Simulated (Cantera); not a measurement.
Input: 1 mol Cu₂O, 14 mol CO, 1.8 mol H₂, a varied amount of CH₄, held at 1102 °C and 20.0 mbar.

These are equilibrium values from Cantera (NASA tables, ideal gas, pure condensed phases), not measurements of a reactor. Candidate condensed phases: C, C₆H₆, C₇H₈, C₈H₁₈, Cu, CuO, Cu(OH)₂, Cu₂O, H₂O; 113 gas species. Kinetics and transport are ignored.

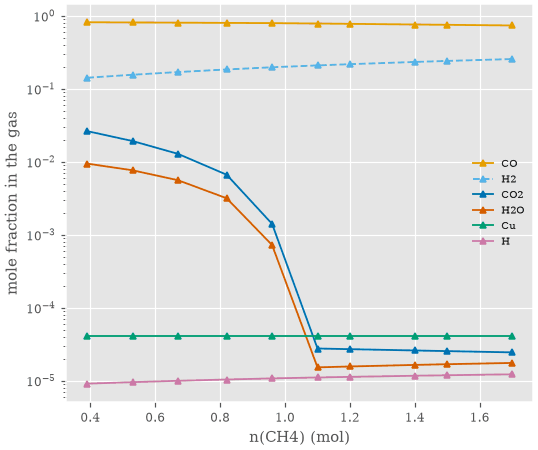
*Equilibrium gas composition (values under 1e-9 drawn at 1e-9)*

Q: Read off the mole fractions at 0.67 mol CH₄.

A: CO about 0.81, H₂ about 0.17, CO₂ about 0.013, H₂O about 0.0056, Cu about 4.1e-5, H about 1.0e-5.
